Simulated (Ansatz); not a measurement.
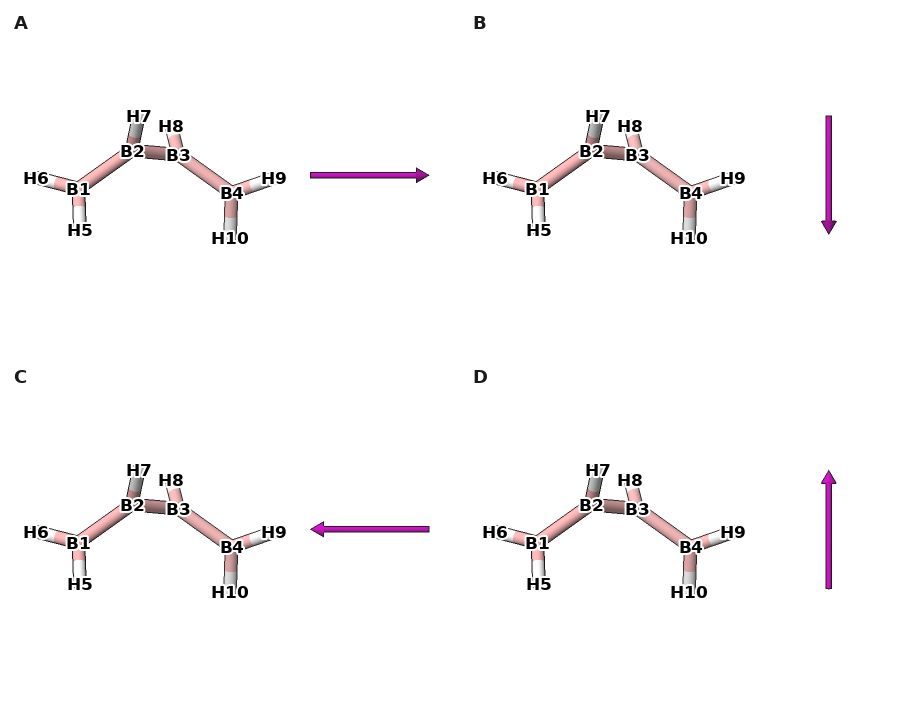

The same molecule four times, each with an arrow. The geometry was computed by an optimisation with PBE-D4/def2-SVP. No frequency run is at hand to confirm it as a minimum. Level of theory: RKS PBE-D4/def2-SVP (Ansatz 0.2.0).

Question: Which arrow points along the dipole moment, from the negative to the positive end?

Answer: D. The dipole moment is 0.28 D; it points from the side of H5, H10 to the side of H7, H8 (the outermost atoms at the two ends).
